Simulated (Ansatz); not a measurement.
**UPBE0/STO-3G run of SiHClF (SMILES F[SiH]Cl)**

Aim: the vertical ionisation energy of SiHClF at UPBE0/STO-3G, from 2 runs. 

The calculation is run with Ansatz 0.2.0.

76 further runs of the same task are left out: 16 that didn't finish, 60 set aside as unsound or not needed.

**1. The structure to begin with**

SiHClF has 4 atoms, charge 0, and is taken as a doublet. As SMILES, `F[SiH]Cl`. The shape is that of a GFN2-xTB optimisation.

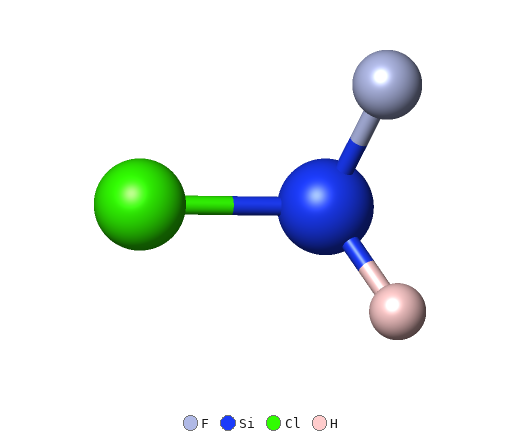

Viewed from a chosen angle; fluorine light blue, silicon blue, chlorine green, hydrogen pink.

**2. A single-point energy at UPBE0/STO-3G**

in.yaml

```yaml
crystal:
  periodic: [false, false, false]
  atoms:
    - {symbol: F, position_ang: [-0.992950, -0.342310, 1.062500]}
    - {symbol: Si, position_ang: [-0.204890, -0.223210, -0.347440]}
    - {symbol: Cl, position_ang: [1.732630, -0.546640, 0.075470]}
    - {symbol: H, position_ang: [-0.534790, 1.112160, -0.790530]}
basis:
  gaussian:
    orbitals: STO-3G
magnetization:
  spin_polarized: true
  initial_magnetization: 1
hamiltonian:
  xc: {name: PBE0}
accuracy: high
```

Command:

```bash
$ ansatz run in.yaml --threads 1 --pin off --max-ram 2610MiB --events-out events.jsonl --progress --plain --runs-dir runs
```

Standard output:

```text
Warning: RAYON_NUM_THREADS=1 ignored (pool sized by the plan → 1); use --threads N
Functional definition: PBE0
  name "PBE0"
  parameter a = 0.25
  parameter kappa = 0.804
  parameter beta = 0.06672455060314922
  exchange = (1 - a)*pbe_x(kappa = kappa, mu = beta*pi^2/3) + a*exact_x
  correlation = pbe_c(beta = beta)
435 factors; integrals over basis functions are off by at most 2.6e-8 eV
mean field evaluation 1: about -22855.5058 eV, gradient 1.4e1 eV
mean field evaluation 2: about -22854.8028 eV, gradient 1.9e1 eV
mean field evaluation 4: about -22857.2810 eV, gradient 3.9e-1 eV
mean field evaluation 8: about -22857.2834 eV, gradient 3.9e-3 eV
mean field evaluation 16: about -22857.2834 eV, gradient 1.1e-7 eV
mean field -22857.28339848 eV, -839.9896716710 hartree, gradient 2.1e-8 eV, S^2 0.751176; 0 other end points of the search recorded, 0 dependent functions left out
reference -22857.28339964 eV, -839.9896717137 hartree; 21, 20 occupied and 3, 4 virtual orbitals, 435 factors
Total energy: -22857.28339964 eV, -839.9896717137 hartree
```

Wall time 2.4 s (1 thread of Arm Neoverse V1, shared host); peak memory 0.14 GiB.

**3. The singlet cation at the same level**

run.yaml

```yaml
crystal:
  periodic: [false, false, false]
  atoms:
    - symbol: F
      position_ang: [-0.992950, -0.342310, 1.062500]
    - symbol: Si
      position_ang: [-0.204890, -0.223210, -0.347440]
    - symbol: Cl
      position_ang: [1.732630, -0.546640, 0.075470]
    - symbol: H
      position_ang: [-0.534790, 1.112160, -0.790530]
basis:
  gaussian: {orbitals: STO-3G}
total_charge: 1
hamiltonian: {xc: pbe0}
accuracy: high
```

Command:

```bash
$ ansatz run run.yaml --threads 1 --pin off --max-ram 2610MiB --events-out events.jsonl --progress --plain --runs-dir runs
```

Standard output:

```text
Warning: RAYON_NUM_THREADS=1 ignored (pool sized by the plan → 1); use --threads N
Functional definition: PBE0
  name "PBE0"
  parameter a = 0.25
  parameter kappa = 0.804
  parameter beta = 0.06672455060314922
  exchange = (1 - a)*pbe_x(kappa = kappa, mu = beta*pi^2/3) + a*exact_x
  correlation = pbe_c(beta = beta)
435 factors; integrals over basis functions are off by at most 2.6e-8 eV
mean field evaluation 1: about -22843.4076 eV, gradient 3.6e1 eV
mean field evaluation 2: about -22796.8564 eV, gradient 1.3e2 eV
mean field evaluation 4: about -22850.1556 eV, gradient 8.3e0 eV
mean field evaluation 8: about -22850.3957 eV, gradient 2.4e-2 eV
mean field evaluation 16: about -22850.3957 eV, gradient 1.3e-6 eV
mean field -22850.39566996 eV, -839.7365523164 hartree, gradient 4.2e-8 eV, S^2 0.000000; 0 other end points of the search recorded, 0 dependent functions left out
reference -22850.39567114 eV, -839.7365523598 hartree; 20, 20 occupied and 4, 4 virtual orbitals, 435 factors
Total energy: -22850.39567114 eV, -839.7365523598 hartree
```

Wall time 1.3 s (1 thread of Arm Neoverse V1, shared host); peak memory 0.097 GiB.

**4. Outcome**

Level: UPBE0/STO-3G.

| quantity | value |
| --- | --- |
| doublet SiHClF: total energy | -839.98967 Eh |
| doublet SiHClF: ⟨S²⟩ | 0.751 |
| singlet cation: total energy | -839.73655 Eh |
| vertical ionisation energy (to the singlet cation) | 6.888 eV |

**Reading.** Removing an electron at fixed nuclei costs 6.89 eV (159 kcal/mol). Only the singlet of the ionised species was computed; a triplet could lie lower. In a minimal basis such a difference can be off by several eV, whatever the method.
